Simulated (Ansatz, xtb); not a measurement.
Pulling on the Sn1–F2 bond in F2H2Sn (SMILES [F][SnH2][F]) (multiplicity 1 held, fragments rigid). Energies count from the point at 1.923 Å.
Geometry at that point (charge 0, multiplicity 1):
```xyz
5

Sn    -0.038    -0.281     0.013
F      1.562     0.684    -0.440
F     -1.317     1.114     0.358
H      0.255    -1.059     1.491
H     -0.548    -1.081    -1.394
```

Restricted levels (R-, RO-) in cc, def2 and unpolarised 6-31G sets keep to the state of the molecule at rest. U- levels take the lowest unrestricted solution at each point, which mixes spins at long bonds. Left out are points that failed, MP2 points that dive below the minimum, coupled-cluster points behind a jump of the amplitudes or a sharp parting from full CI or MRCI, small-basis points behind a change of solution, and semi-empirical points at long bonds. Levels need not reach the same state.

Frozen-core correlation. Filled d and f shells under p-block atoms count as core.

Programs: Ansatz (Gaussian basis) for Hartree–Fock, density functionals and correlated methods; xtb for the GFN methods. Each number belongs to the level named beside it. In def2 rows elements past Kr take small-core potentials, without spin–orbit coupling. The GFN methods have no spin term and hold the electronic entropy of 300 K.

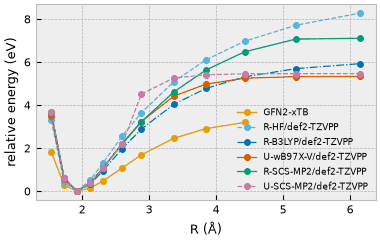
Figure: Relative energy along the coordinate

**Question.** Read off the U-SCS-MP2/def2-TZVPP curve at R = 2.884.

**Answer.** about 4.5 eV

Doubts at one or more of the structures used: a restricted determinant that unrestricted orbitals would lower (R-HF/def2-TZVPP, R-B3LYP/def2-TZVPP, R-SCS-MP2/def2-TZVPP); a spin-contaminated determinant (U-wB97X-V/def2-TZVPP, U-SCS-MP2/def2-TZVPP).

Ansatz is a quantum-chemistry and plane-wave program.
